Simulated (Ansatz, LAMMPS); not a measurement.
## Ionic liquid BMIM+ FSI-, from a frame at 450 K (204 atoms): geometry optimisation

How does ionic liquid BMIM+ FSI-, from a frame at 450 K (204 atoms) relax, and what do bonds, charges and levels look like afterwards?

Program: Ansatz 0.2.0. Level of theory: Kohn-Sham DFT, LDA, PAW (set soft_2), plane waves. Results are calculated unless marked as measured.

## 1. Set-up

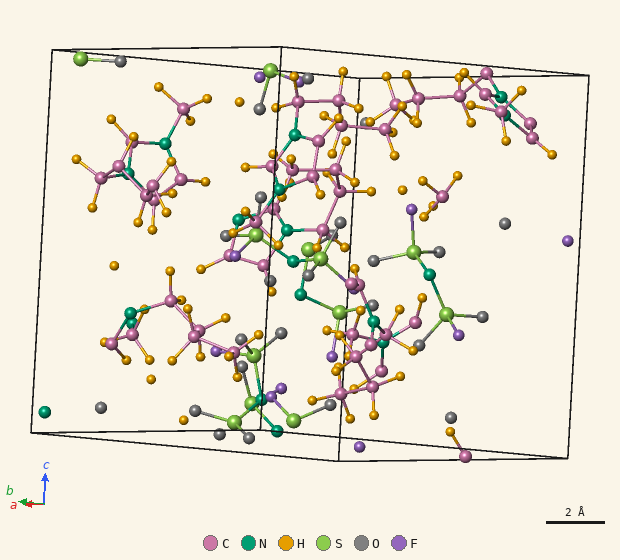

The starting structure, seen from a free direction (carbon pink, nitrogen teal, hydrogen orange, sulfur green, oxygen grey, fluorine purple). Bonds to atoms that aren't drawn are left out. Some periodic images of atoms are drawn too.

The cell holds 204 atoms: 48 C, 18 N, 90 H, 12 S, 24 O and 12 F. Cell: a = 13.298 Å, b = 13.298 Å, c = 13.298 Å, α = 90.0°, β = 90.0°, γ = 90.0°. 6 BMIM+, 6 FSI- placed at random, at 1.35 g/cm³; overlaps pushed apart, then 10 ps at 700 K with MMFF94 bonds, angles, torsions, charges and radii (Halgren, J. Comput. Chem. 17, 490 (1996)) in harmonic and 12-6 forms; charges of ions scaled by 0.8. Snapshot after 30 ps at 450 K and fixed volume.

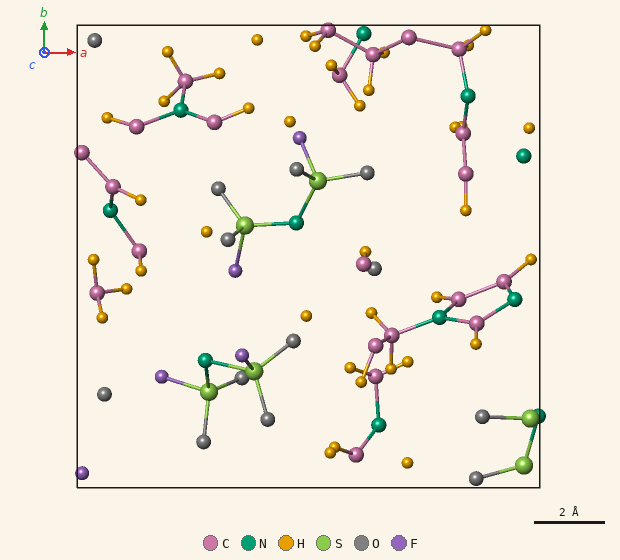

A slice 6 Å thick through the middle of the cell. Bonds to atoms that aren't drawn are left out.

Before any run, some limits are plain. The network of contacts between molecules at the start is that of the classical potential that made the cell. The functional has no dispersion term, which matters for the binding between molecules or layers, where LDA binds through overlap of densities alone. The density was typed from a rule of thumb and may lie off the real one at this temperature. Sampling is at Γ alone, for a cell whose shortest periodic width is 13 Å.

## 2. The classical run that made the cell

A classical potential makes the cell, at a small fraction of what the same run would cost in DFT.

This step: classical MD, MMFF94 bonds, angles, torsions, charges and radii (Halgren, J. Comput. Chem. 17, 490 (1996)) in harmonic and 12-6 forms; charges of ions scaled by 0.8 (LAMMPS 22 Jul 2025 - Update 4).

The input, in.lmp:

```
# ionic liquid BMIM+ FSI-
units real
atom_style full
boundary p p p
bond_style harmonic
angle_style harmonic
dihedral_style opls
improper_style harmonic
special_bonds lj 0 0 0.5 coul 0 0 0.75
read_data data.lmp
neigh_modify delay 0 every 1 check yes one 4000
comm_modify cutoff 12.0
timestep 0.5
thermo_style custom step time temp pe press density
thermo_modify norm yes
# push overlapping molecules apart
pair_style soft 2.6
pair_coeff * * 0.0
variable a equal ramp(1,60)
fix ad all adapt 1 pair soft a * * v_a
velocity all create 700 298124 mom yes dist gaussian
fix lim all nve/limit 0.03
fix lan all langevin 700 700 50 298125 zero yes
thermo 1000
run 3000 post no
unfix ad
pair_style lj/cut/coul/long 9.0
pair_modify mix arithmetic tail yes
pair_coeff 1 1 0.0678 3.3680   # C
pair_coeff 2 2 0.0721 3.1460   # N
pair_coeff 3 3 0.0678 3.5860   # C
pair_coeff 4 4 0.0678 3.3270   # C
pair_coeff 5 5 0.0216 2.5400   # H
pair_coeff 6 6 0.0721 3.5530   # N
# [... 21 lines left out ...]
compute msd all msd com yes
thermo 7500
fix md all nvt temp 450 450 100
run 30000 post no
print "== T450: mean square displacement over the hold $(c_msd[4]:%.2f) A^2"
unfix md
uncompute msd
write_dump all custom T450.dump id type xs ys zs modify sort id
```

On the command line:

```
lmp -in in.lmp -log none -nocite
```

Numbers of over 12 decimals in the logs are rounded to 6 here.

Log:

```text
LAMMPS (22 Jul 2025 - Update 4)
Reading data file ...
  orthogonal box = (0 0 0) to (13.29799 13.29799 13.29799)
  204 atoms
  orthogonal box = (0 0 0) to (13.29799 13.29799 13.29799)
  198 bonds
  348 angles
  318 dihedrals
  30 impropers
   Step          Time           Temp          PotEng         Press         Density
         0   0              700            0.46606227    -3835.2271      1.3530009
      1000   500            602.31466      2.2175874      17495.536      1.3530009
      2000   1000           582.70947      2.0070335      17522.013      1.3530009
      3000   1500           611.81427      2.0627356      30885.434      1.3530009
Loop time of 0.379917 s on 1 MPI rank(s) for 3000 steps with 204 atoms
PPPM initialization ...
  G vector (1/distance) = 0.29745622
  grid = 8 8 8
  estimated relative force accuracy = 2.5013e-05
   Step          Time           Temp          PotEng         Press         Density
      3000   1500           611.81427      0.23295832     19743.131      1.3530009
      3100   1550           611.81427     -2.2198162      8541.9772      1.3530009
      3200   1600           611.81427     -2.3764968      7843.9952      1.3530009
      3300   1650           611.81427     -2.4129612      6901.7162      1.3530009
Loop time of 0.513249 s on 1 MPI rank(s) for 300 steps with 204 atoms
[... 1 lines left out ...]
  Stopping criterion = max iterations
  Energy initial, next-to-last, final =
      0.23295832080253   -2.4124063930711   -2.4129612433415
  Force two-norm initial, final = 734.674 15.235111
  Iterations, force evaluations = 300 600
   Step          Time           Temp          PotEng         Press         Density
         0   0              700           -2.4129612      7939.0141      1.3530009
      1000   500            650.63187     -0.64478027     9302.5705      1.3530009
      2000   1000           627.22743     -0.51081271     3543.4866      1.3530009
Loop time of 1.2408 s on 1 MPI rank(s) for 2000 steps with 204 atoms
   Step          Time           Temp          PotEng         Press         Density
      2000   1000           627.22743     -0.51081271     3543.4866      1.3530009
[... 5 lines left out ...]
Loop time of 6.69314 s on 1 MPI rank(s) for 10000 steps with 204 atoms
   Step          Time           Temp          PotEng         Press         Density
[... 4 lines left out ...]
Loop time of 3.36698 s on 1 MPI rank(s) for 5000 steps with 204 atoms
   Step          Time           Temp          PotEng         Press         Density
[... 2 lines left out ...]
     30000   29000          480.28879     -1.3123344      3997.4672      1.3530009
     37500   36500          415.79598     -1.2366771     -796.77883      1.3530009
     45000   44000          431.86926     -1.314738       9827.6958      1.3530009
     47000   46000          457.59614     -1.1946211     -87.551935      1.3530009
Loop time of 19.7367 s on 1 MPI rank(s) for 30000 steps with 204 atoms
== T450: mean square displacement over the hold 15.80 A^2
```

Elapsed: 32 s, on 1 thread of Arm Neoverse V2, shared host; peak memory 0.12 GiB.

The input also reads data.lmp (atoms, bonds and types; not printed here).

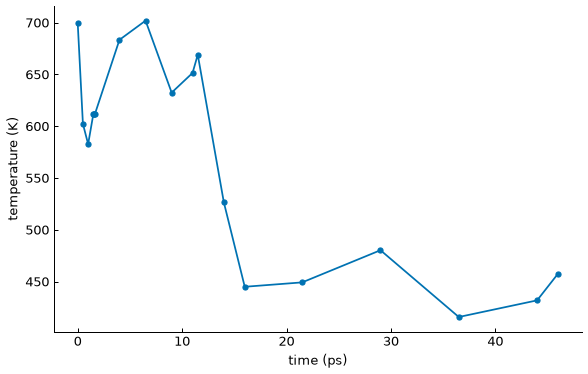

Temperature, plotted against time.

## 3. Single point at the start

The forces at the start show how far the geometry lies from a minimum of this functional.

The input, input.yaml:

```yaml
crystal:
  lattice:
    - [13.29799, 0.0, 0.0]
    - [0.0, 13.29799, 0.0]
    - [0.0, 0.0, 13.29799]
  atoms:
    - { symbol: C, position: [0.61926, 0.15964, 0.91608] }
    - { symbol: C, position: [0.50125, 0.17583, 0.93007] }
    - { symbol: C, position: [0.45411, 0.07709, 0.9443] }
    - { symbol: C, position: [0.35735, 0.0662, 0.00291] }
    - { symbol: "N", position: [0.27111, 0.07887, 0.93964] }
    - { symbol: C, position: [0.22312, 0.01552, 0.87476] }
    - { symbol: C, position: [0.14197, 0.06665, 0.83224] }
    - { symbol: "N", position: [0.14025, 0.16162, 0.88482] }
    - { symbol: C, position: [0.05818, 0.23431, 0.88796] }
    - { symbol: C, position: [0.22203, 0.16715, 0.93985] }
    - { symbol: H, position: [0.6487, 0.17369, 0.9891] }
    - { symbol: H, position: [0.63967, 0.08392, 0.8814] }
    - { symbol: H, position: [0.65646, 0.2126, 0.86765] }
    - { symbol: H, position: [0.45823, 0.20768, 0.86372] }
    - { symbol: H, position: [0.48333, 0.23179, 0.98826] }
    - { symbol: H, position: [0.50685, 0.04334, 0.99498] }
    - { symbol: H, position: [0.44848, 0.04029, 0.87684] }
    - { symbol: H, position: [0.34811, 0.99134, 0.02888] }
    - { symbol: H, position: [0.35794, 0.11934, 0.0637] }
    - { symbol: H, position: [0.25037, 0.94022, 0.86249] }
    - { symbol: H, position: [0.07627, 0.04855, 0.79004] }
    - { symbol: H, position: [0.0271, 0.23631, 0.81158] }
    - { symbol: H, position: [0.00414, 0.21204, 0.9448] }
    - { symbol: H, position: [0.09456, 0.30648, 0.90002] }
    - { symbol: H, position: [0.24079, 0.22565, 0.99241] }
    - { symbol: C, position: [0.31458, 0.8666, 0.21411] }
    - { symbol: C, position: [0.40802, 0.92793, 0.25233] }
    - { symbol: C, position: [0.48775, 0.8547, 0.27322] }
    - { symbol: C, position: [0.56697, 0.89162, 0.34911] }
    - { symbol: "N", position: [0.61937, 0.98152, 0.31065] }
    - { symbol: C, position: [0.69008, 0.98458, 0.23107] }
    - { symbol: C, position: [0.7145, 0.08829, 0.22701] }
    [... 166 atom lines left out ...]
    - { symbol: O, position: [0.58213, 0.64627, 0.26688] }
    - { symbol: F, position: [0.75314, 0.5986, 0.24136] }
    - { symbol: S, position: [0.62356, 0.62287, 0.05257] }
    - { symbol: O, position: [0.68413, 0.70683, 0.077] }
    - { symbol: O, position: [0.5236, 0.6468, 0.00881] }
    - { symbol: F, position: [0.67197, 0.56647, 0.95824] }
kpoints:
  mp_grid: { grid: [1, 1, 1] }
hamiltonian:
  xc: lda
scf:
  occupations: { method: fermi_dirac, width: 0.025 }
output:
  forces: true
  stress: true
  populations: intrinsic
  dos:
    method: { smearing: { sigma: 0.1 } }
    de: 0.1
    projected: { site_lists: { C: [C], F: [F], H: [H], "N": ["N"], O: [O] } }
  eigenvalues: true
```

On the command line:

```
ansatz run input.yaml --threads 4 --pin off --max-ram 8192MiB --backend cpu --events-out ev --progress --plain --runs-dir out
```

Log:

```text
Engine: ansatz 0.2.0, aarch64-unknown-linux-gnu
Pseudopotentials: kind: paw
Pseudopotential: C, paw, valence charge 4, recommended cutoff 420 eV (normal), C.paw.azcp
Pseudopotential: N, paw, valence charge 5, recommended cutoff 420 eV (normal), N.paw.azcp
Pseudopotential: H, paw, valence charge 1, recommended cutoff 420 eV (normal), H.paw.azcp
Pseudopotential: S, paw, valence charge 6, recommended cutoff 420 eV (normal), S.paw.azcp
Pseudopotential: O, paw, valence charge 6, recommended cutoff 420 eV (normal), O.paw.azcp
Pseudopotential: F, paw, valence charge 7, recommended cutoff 420 eV (normal), F.paw.azcp
Functional definition: SPW92
  exchange = slater_x
  correlation = pw_c
Crystal: 204 atoms, lattice volume = 2351.571 Å³
Basis set: ecut = 420 eV, 45961 PW (Γ)
Bands: 540, of which v1, the nominal top of the filled ones, is band 336 counted from 1 (335 counted from 0)
Symmetry: 1 space group operations
Space group: P1 (ITA 1), of the structure as read, at distance tolerance 1.3e-4 Å
k-points: 1
Non-local potential: C, projectors of the file, l = 0: 2, l = 1: 2, l = 2: 1
Non-local potential: N, projectors of the file, l = 0: 2, l = 1: 2, l = 2: 1
Non-local potential: H, projectors of the file, l = 0: 2, l = 1: 1
Non-local potential: S, projectors of the file, l = 0: 2, l = 1: 2, l = 2: 2
Non-local potential: O, projectors of the file, l = 0: 2, l = 1: 2, l = 2: 1
Non-local potential: F, projectors of the file, l = 0: 2, l = 1: 2, l = 2: 1
PAW form: soft (Blöchl's): semilocal exchange-correlation on the pseudo side does not see the compensation charge
PAW frozen core: C, regenerated for the run's functional, and the local potential with it (the file was generated under x = pbe(κ = 0.804, μ = 0.219515), c = pbe(β = 0.066725))
PAW frozen core: N, regenerated for the run's functional, and the local potential with it (the file was generated under x = pbe(κ = 0.804, μ = 0.219515), c = pbe(β = 0.066725))
PAW frozen core: S, regenerated for the run's functional, and the local potential with it (the file was generated under x = pbe(κ = 0.804, μ = 0.219515), c = pbe(β = 0.066725))
PAW frozen core: O, regenerated for the run's functional, and the local potential with it (the file was generated under x = pbe(κ = 0.804, μ = 0.219515), c = pbe(β = 0.066725))
PAW frozen core: F, regenerated for the run's functional, and the local potential with it (the file was generated under x = pbe(κ = 0.804, μ = 0.219515), c = pbe(β = 0.066725))
PAW one-centre angular grid: C, 110 points (default); XC on 64 Gauss nodes
PAW one-centre angular grid: N, 110 points (default); XC on 64 Gauss nodes
PAW one-centre angular grid: H, 110 points (default); XC on 64 Gauss nodes
PAW one-centre angular grid: S, 110 points (default); XC on 64 Gauss nodes
PAW one-centre angular grid: O, 110 points (default); XC on 64 Gauss nodes
PAW one-centre angular grid: F, 110 points (default); XC on 64 Gauss nodes
Initial density: superposition of atomic densities (neutral atoms: chi_scale 0, normalization atom), corrected by the library's trained network
Initial wavefunctions: pseudopotential atomic-orbital guess
Functional: x = slater, c = lda
SCF iter   1: F=—  HF=-53055.240993 eV  |F-HF|=—  |Δ(HF+E_count)|=         —  Δρ=1.11e-2  dr2=3.40e0  ethr=1.77e-3  ⟨swp⟩=6.0  Hψ=2615  notcnv=0  defer=66
preconditioner: auto → Resta (q_TF=auto, 2.214 Å⁻¹)  ε∞=2.6  [insulator: Δε(μ)=3.488 eV  Ē_g=15.485 eV  σ=0.025 eV  W_gap=1.00  n_scr=436 (ndim 8)  ℏωp=19.5 eV  f_vac=0.268  D(μ)=0.00/eV (n_scr^D=0)  ε∞_Penn≈2.6]
SCF iter   2: F=—  HF=-53054.236396 eV  |F-HF|=—  |Δ(HF+E_count)|=    1.00e0  Δρ=4.48e-3  dr2=6.30e-1  ethr=5.07e-4  ⟨swp⟩=2.0  Hψ=754  notcnv=0  defer=198
SCF iter   3: F=—  HF=-53054.053792 eV  |F-HF|=—  |Δ(HF+E_count)|=   1.83e-1  Δρ=2.30e-3  dr2=2.10e-1  ethr=9.38e-5  ⟨swp⟩=3.0  Hψ=655  notcnv=0  defer=198
SCF iter   4: F=—  HF=-53053.983363 eV  |F-HF|=—  |Δ(HF+E_count)|=   7.04e-2  Δρ=1.04e-3  dr2=3.58e-2  ethr=3.13e-5  ⟨swp⟩=3.0  Hψ=655  notcnv=0  defer=198
SCF iter   5: F=—  HF=-53053.975004 eV  |F-HF|=—  |Δ(HF+E_count)|=   8.36e-3  Δρ=5.15e-4  dr2=6.38e-3  ethr=5.33e-6  ⟨swp⟩=2.0  Hψ=926  notcnv=0  defer=198
SCF iter   6: F=—  HF=-53053.974216 eV  |F-HF|=—  |Δ(HF+E_count)|=   7.88e-4  Δρ=2.16e-4  dr2=1.13e-3  ethr=9.50e-7  ⟨swp⟩=2.0  Hψ=674  notcnv=0  defer=198
SCF iter   7: F=—  HF=-53053.974245 eV  |F-HF|=—  |Δ(HF+E_count)|=   2.87e-5  Δρ=7.57e-5  dr2=1.43e-4  ethr=1.68e-7  ⟨swp⟩=2.0  Hψ=662  notcnv=0  defer=198
SCF iter   8: F=—  HF=-53053.974305 eV  |F-HF|=—  |Δ(HF+E_count)|=   6.05e-5  Δρ=3.60e-5  dr2=3.05e-5  ethr=2.13e-8  ⟨swp⟩=2.0  Hψ=676  notcnv=0  defer=198
SCF iter   9: F=—  HF=-53053.974718 eV  |F-HF|=—  |Δ(HF+E_count)|=   4.12e-4  Δρ=1.45e-5  dr2=5.67e-6  ethr=4.54e-9  ⟨swp⟩=2.0  Hψ=661  notcnv=0  defer=198
SCF iter  10: F=—  HF=-53053.974720 eV  |F-HF|=—  |Δ(HF+E_count)|=   2.40e-6  Δρ=5.61e-6  dr2=8.65e-7  ethr=8.44e-10  ⟨swp⟩=2.0  Hψ=662  notcnv=0  defer=198
SCF iter  11: F=—  HF=-53053.974721 eV  |F-HF|=—  |Δ(HF+E_count)|=   5.52e-7  Δρ=2.48e-6  dr2=1.69e-7  ethr=1.29e-10  ⟨swp⟩=2.0  Hψ=661  notcnv=0  defer=198
SCF iter  12: F=-53053.974721 eV  HF=-53053.974721 eV  |F-HF|=2.04e-8  |Δ(HF+E_count)|=   9.87e-8  Δρ=1.25e-6  dr2=3.80e-8  ethr=1.49e-11  ⟨swp⟩=15.0  Hψ=3279  notcnv=0
SCF 1 converged in 12 iterations: F = -53053.974721 eV  dr2 = 3.80e-8
  greatest PAW one-centre occupation: 0.934 electrons in one spin orbital (limit 2), on the F atom at site 163 (counted from 0), in its partial waves of l = 0
SCF converged after 12 iterations
Free energy (F): -53053.974721 eV
Harris-Foulkes:  -53053.974721 eV  (|F-HF|=2.04e-8)
Internal energy: -53053.974721 eV  (E = F + TS)
E sigma→0 (E₀):  -53053.974721 eV
Fermi energy:    1.470618 eV
--- Per-component energies (eV) ---
  E_band       = -5661.221629
  E_kinetic    = 16050.019446
  E_local      = -58709.807404  (includes V_loc(G=0)·N_el)
  E_nonlocal   = 4799.559433
  E_hartree    = 22236.379765
  E_xc         = -7938.617424
  E_vxc        = -9697.587698  (∫ρ·V_xc dr)
  E_paw        = -19214.967488  (= ΣΔE_a)
  E_vpaw       = -2576.124407  (= ΣTr[D̂ρ^β])
  E_aug_tail   = -0.033256  (compensation charges beyond the density's cutoff)
  E_ewald      = -10286.488052
  E_core_change = 9.980259  (= ΣΔE_core)
  E_smearing   = -0.000000  (= −TS)
  E_closure    = 0.000000  (closes the sum)
  Σ components = -53053.974721   (vs F -53053.974721, Δ=0.00e0)
--- Forces (eV/Å), atoms counted from 1 ---
  atom   1  C     -2.19504192    -0.48467524    -1.00835111
  atom   2  C      0.27261253     1.29289560    -2.22329946
  atom   3  C     -0.12998932     0.48630727     3.58130694
  atom   4  C      0.51987208     0.00881290    -1.99081324
  atom   5  N     -1.27793312     2.00419321    -0.37927855
  atom   6  C     -0.85910021     0.95093057    -0.77264352
  atom   7  C      1.28541095     1.68036286     3.14104164
  atom   8  N      0.07527235    -1.86001064    -1.53338136
  atom   9  C      1.30058901    -0.51655767    -1.30718289
  atom  10  C     -0.17969468    -0.94086782     0.64065301
  atom  11  H      0.87172776    -0.40675972     1.09892899
  atom  12  H     -0.45899158     0.76485264     0.88737695
  atom  13  H      0.06817884     0.88954691    -0.54596352
  atom  14  H      1.03008943     0.19730199     0.11989532
[...]
atom 203  O      1.87038558    -0.66974513     1.57019141
  atom 204  F     -0.04325281     1.12101154    -0.45462922
  max |Σ_I F_I| component: 4.71e-4 eV/Å
--- Stress (GPa, compression-positive) ---
       -1.359408      -0.073333       0.595019
       -0.073333       0.698776      -1.139608
        0.595019      -1.139608      -0.270055
  P = ⅓ Tr σ = -0.3102 GPa (-3.102 kbar)
--- Band table (eV) ---
  k-point 0: bands = ["-27.3451", "-26.1023", "-25.9227", "-25.7757", [... 524 levels ...], "10.5170", "10.5207", "10.5887", "10.6215", "10.6368", "10.6511", "10.6803", "10.7232", "10.7709", "10.7923", "10.8173", "10.8303"]
--- intrinsic populations: 204 sites ---
  site symbol       q [e]
     0      C      4.5480
     1      C      4.3346
     2      C      4.3688
[...]
203      F      7.4924
  spilling = -0.000000 (of n_electrons = 672.000000)
```

Wall time 50 s (4 threads of Arm Neoverse V2, shared host); peak memory 3.3 GiB.

The column dr2 measures how far the density is from self-consistency, as an energy; F and HF (Harris–Foulkes) agree once it is small.

Read from the output:

* free energy: -53053.9747 eV
* free energy per atom: -260.0685 eV/atom
* SCF cycles: 12
* pressure: -0.3102 GPa
* r.m.s. force component: 1.293 eV/Å
* longest force: 6.514 eV/Å
* Fermi energy: 1.471 eV
* gap (highest filled to lowest empty level): 3.103 eV

The r.m.s. force component of 1.3 eV/Å and the pressure of -0.31 GPa set the starting point.

Neighbours are counted within 1.34 Å (H-C), 1.85 Å (C-C), 1.79 Å (C-N), 1.93 Å (O-S), 2.08 Å (N-S), 1.98 Å (F-S).

Length of the force by element and coordination:

```
element  coordination  atoms  mean length of the force (eV/Å)  spread  least  most
      C           all     48                             2.57   0.853  0.896  4.85
      C             3     18                             2.45   0.744   1.15  3.79
      C             4     30                             2.64   0.905  0.896  4.85
      F           all     12                             1.35   0.722  0.409  3.38
      H           all     90                             1.36   0.779  0.201  4.89
      N           all     18                             2.19    1.17  0.616  4.80
      N             2      6                             2.26    1.42  0.620  4.80
      N             3     12                             2.16    1.01  0.616  4.62
      O           all     24                             1.70   0.769  0.472  3.51
      S           all     12                             4.13    1.36   2.18  6.51
```

[end of part 1 of 3]

[Logs are printed without paths, hosts, clocks, repeated set-up lines and the standing remarks that a program may print on its own settings, such as how far it seeks lower states.]

[Hosts, paths, dates, database ids (printed as entryN), source tags and the programs' standing remarks are cut or masked in the printed files.]

[The MMFF94 radii named for the starting cell were scaled by 0.96; in molecules described by MMFF94, hydrogen bound to N, O or S took a small fixed 12-6 site in their place.]
